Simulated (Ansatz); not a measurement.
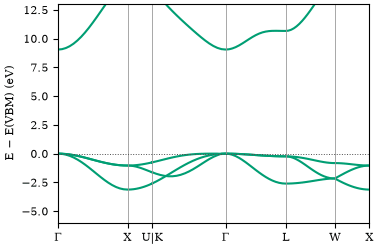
Band structure from DFT-PBEsol in the program Ansatz with PAW potentials

Problem. Read off the gap and where the band edges lie.

Solution. About 9.0 eV (9.05 eV by a search for the band edges); maximum on the K–Γ line, 83 % of the way from K, minimum at Γ.

The material is LiF (rock salt, space group No. 225).

Space group Fm-3m (rock salt). Symmetry was held in the PBEsol relaxation.

Potentials: the later of the program's two PAW sets.
